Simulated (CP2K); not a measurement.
# C2H5AlBN (SMILES B[NH][AlH][C]#C): IPEA1-xTB

Aim: the energy difference between two shapes of C2H5AlBN at IPEA1-xTB, from 2 runs. 

The calculation is run with CP2K 2026.2.

3 further runs of the same task are left out: 2 that didn't finish, 1 set aside as unsound or not needed.

## (1) Starting point

C2H5AlBN has 10 atoms, charge 0, and is taken as a singlet. As SMILES, `B[NH][AlH][C]#C`. Geometry: a GFN2-xTB relaxation, a rough one for these elements and not checked as a minimum. This is one conformer, not always the lowest.

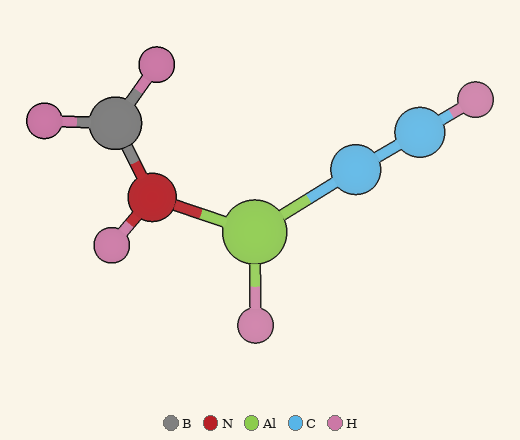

The structure, seen from a chosen angle (boron grey, nitrogen red, aluminium green, carbon blue, hydrogen pink).

## (2) The energy at IPEA1-xTB

calc.inp

```
&GLOBAL
  PROJECT_NAME calc
  RUN_TYPE ENERGY
  PRINT_LEVEL MEDIUM
&END

&FORCE_EVAL
  METHOD QUICKSTEP
  &DFT
    CHARGE 0
    MULTIPLICITY 1
    &QS
      METHOD XTB
      EPS_DEFAULT 1.0E-10
      &XTB
        GFN_TYPE TBLITE
        &TBLITE
          METHOD IPEA1
        &END
        CHECK_ATOMIC_CHARGES F
      &END
    &END
    &POISSON
      PERIODIC NONE
      POISSON_SOLVER ANALYTIC
    &END
    &SCF
      SCF_GUESS ATOMIC
      EPS_SCF 1.0E-07
      MAX_SCF 150
      ADDED_MOS 8
      &DIAGONALIZATION
        ALGORITHM STANDARD
      &END
      &MIXING
        METHOD DIRECT_P_MIXING
        ALPHA 0.4
      &END
    &END
    &PRINT
      &MOMENTS
        PERIODIC F
        REFERENCE COM
        MAX_MOMENT 1
      &END
      &MO ON
        ENERGIES T
        OCCUPATION_NUMBERS T
        NDIGITS 6
        &EACH
          QS_SCF 0
        &END
        ADD_LAST NUMERIC
      &END
      &HIRSHFELD OFF
      &END
    &END
  &END
  &SUBSYS
    &CELL
      ABC [angstrom] 12.8 14 16.2
      PERIODIC NONE
    &END
    &COORD
      UNIT bohr
      B     -1.6194197     2.9675692     2.3079036
      N     -0.0754379     0.8158137     2.5420974
      Al     1.2600505    -1.5405236     0.4383976
      C      0.7533771    -2.0189645    -3.1644220
      C      0.4739244    -2.3679402    -5.4112874
      H     -2.1674970     4.1474386     4.1093417
      H     -2.3366086     3.5508143     0.2935312
      H      0.4648159     0.4522871     4.3607887
      H      3.0202548    -3.3411492     1.8918048
      H      0.2265593    -2.6653453    -7.3681555
    &END
    &TOPOLOGY
      &CENTER_COORDINATES
      &END
    &END
  &END
&END
```

Command:

```console
$ OMP_NUM_THREADS=1 cp2k.psmp -i calc.inp -o calc.out
```

What it wrote, shortened:

```text
CP2K| version string:                                       CP2K version 2026.2
[...]
 GLOBAL| Method name                                                        CP2K
[...]
 GLOBAL| Run type                                                         ENERGY
[...]
                             - Atoms:                                         10
[...]
                             - Spherical basis functions:                     39
[...]
 Number of electrons:                                                         24
[...]
  *** SCF run converged in    17 steps ***
[...]
  Fermi energy:                                                -0.26727048520483
[...]
 TB_DIPOLE| Moment [Debye]          1.13724177      -1.97294981      -1.02225913
 TB_DIPOLE| Derivative [a.u.]       0.00000000       0.00000000       0.00000000
[...]
 ENERGY| Total FORCE_EVAL ( QS ) energy [hartree]            -14.286792758548366
[...]
```

Run time: 0.35 s. Hardware: 1 thread of Arm Neoverse V1, shared host.

## (3) The distorted shape

mol.inp

```
&GLOBAL
   PROJECT mol
   RUN_TYPE ENERGY
   PRINT_LEVEL MEDIUM
&END
&FORCE_EVAL
   METHOD QUICKSTEP
   &DFT
      &QS
         METHOD XTB
         EPS_DEFAULT 1.0E-10
         &XTB
            GFN_TYPE TBLITE
            &TBLITE
               METHOD IPEA1
            &END
            CHECK_ATOMIC_CHARGES F
         &END
      &END
      ! isolated system
      &POISSON
         PERIODIC NONE
         POISSON_SOLVER ANALYTIC
      &END
      ! SCF settings
      &SCF
         SCF_GUESS ATOMIC
         EPS_SCF 1.0E-07
         MAX_SCF 150
         ADDED_MOS 8
         &DIAGONALIZATION
            ALGORITHM STANDARD
         &END
         &MIXING
            METHOD DIRECT_P_MIXING
            ALPHA 0.4
         &END
      &END
      ! extra output
      &PRINT
         &MOMENTS
            PERIODIC F
            REFERENCE COM
            MAX_MOMENT 1
         &END
         &MO ON
            ENERGIES T
            OCCUPATION_NUMBERS T
            NDIGITS 6
            &EACH
               QS_SCF 0
            &END
            ADD_LAST NUMERIC
         &END
         &HIRSHFELD OFF
         &END
      &END
   &END
   &SUBSYS
      ! vacuum box
      &CELL
         ABC 12.9 13.9 16.2
         PERIODIC NONE
      &END
      &COORD
         UNIT bohr
         B     -1.5619758     2.9825415     2.3020511
         N     -0.0977574     0.7816474     2.5641391
         Al     1.1919240    -1.5807011     0.4304683
         C      0.7153842    -2.0072784    -3.0956416
         C      0.4239714    -2.3375175    -5.4182681
         H     -2.1625062     4.1331882     4.0951253
         H     -2.4009122     3.5968556     0.2533197
         H      0.5258428     0.4644002     4.3857765
         H      3.0413403    -3.3132379     1.8799940
         H      0.2350744    -2.6513613    -7.3962728
      &END
      &TOPOLOGY
         &CENTER_COORDINATES
         &END
      &END
   &END
&END
```

Command:

```console
$ OMP_NUM_THREADS=1 cp2k.psmp -i mol.inp > mol.out 2>&1
```

What it wrote, shortened:

```text
CP2K| version string:                                       CP2K version 2026.2
[...]
 GLOBAL| Method name                                                        CP2K
[...]
 GLOBAL| Run type                                                         ENERGY
[...]
                             - Atoms:                                         10
[...]
                             - Spherical basis functions:                     39
[...]
 Number of electrons:                                                         24
[...]
  *** SCF run converged in    17 steps ***
[...]
  Fermi energy:                                                -0.26671702084368
[...]
 TB_DIPOLE| Moment [Debye]          1.12453726      -2.03824419      -1.21873716
 TB_DIPOLE| Derivative [a.u.]       0.00000000       0.00000000       0.00000000
[...]
 ENERGY| Total FORCE_EVAL ( QS ) energy [hartree]            -14.283700969416456
[...]
```

Run time: 0.31 s. Hardware: 1 thread of Arm Neoverse V1, shared host.

## (4) What came out

At IPEA1-xTB:

| quantity | value |
| --- | --- |
| first shape: total energy | -14.28679 Eh |
| first shape: dipole moment (from atomic charges alone) | 2.50 D |
| first shape: HOMO energy | -12.53 eV |
| first shape: LUMO energy | -6.38 eV |
| first shape: HOMO–LUMO gap | 6.15 eV |
| distorted shape: total energy | -14.28370 Eh |
| distorted shape: dipole moment (from atomic charges alone) | 2.63 D |
| distorted shape: HOMO energy | -12.44 eV |
| distorted shape: LUMO energy | -6.36 eV |
| distorted shape: HOMO–LUMO gap | 6.08 eV |
| energy change with the atoms displaced | 0.084 eV |

**Reading.** With the atoms displaced the energy rises by 0.08 eV (1.9 kcal/mol). The first shape isn't relaxed at this level, so the change isn't measured from a minimum. The dipole (first shape) comes from point charges on the atoms alone, without atomic dipoles, so it is partial. The dipole (distorted shape) comes from point charges on the atoms alone, without atomic dipoles, so it is partial.
